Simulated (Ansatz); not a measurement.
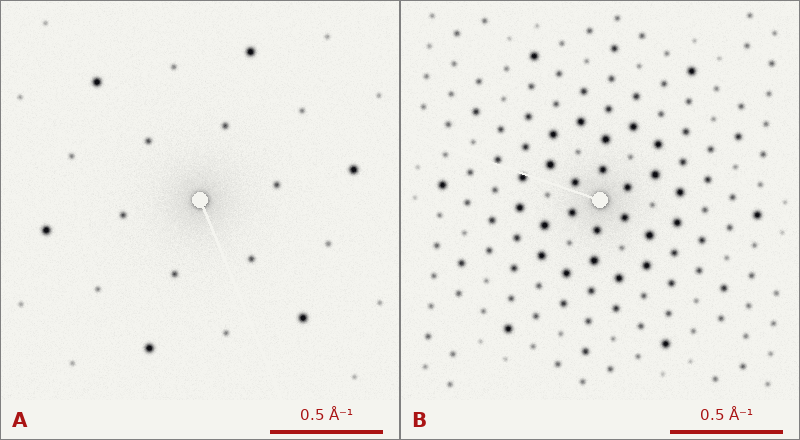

Kinematic electron diffraction patterns (120 kV, B = 0.5 Å², same scale, each along a low-index zone) of two structures of composition Sc3C, each relaxed at zero pressure with DFT PBE, scalar-relativistic, plane waves, PAW (Ansatz). The runs are not spin-polarised.

The structures (standard cells):
1. Pm-3m (No. 221), a = 4.014 Å, 4 atoms; generated start, possibly hypothetical
2. P6_3/mmc (No. 194), a = 8.432 Å, c = 3.036 Å (hexagonal axes), 8 atoms; generated start, possibly hypothetical

### Which pattern belongs to which structure, and along which zone?

A is structure 1 along [111] or an equivalent direction: hexagonal net of -1 1 0 at d = 2.84 Å and -1 0 1 at d = 2.84 Å, 60.0° apart. B is structure 2 along [001]: hexagonal net of 1 -1 0 at d = 7.30 Å and 1 0 0 at d = 7.30 Å, 60.0° apart (some points of this net are extinct or too weak to see).

### Which structure lies lowest at this level of theory, and by how much?

Structure 2 (P6_3/mmc, 23.37 Å³ an atom) is the lowest of these; structure 1 (Pm-3m, 16.17 Å³ an atom) lies about 430 meV an atom higher. These are static energies at 0 K; other structures, not shown, may lie lower still.
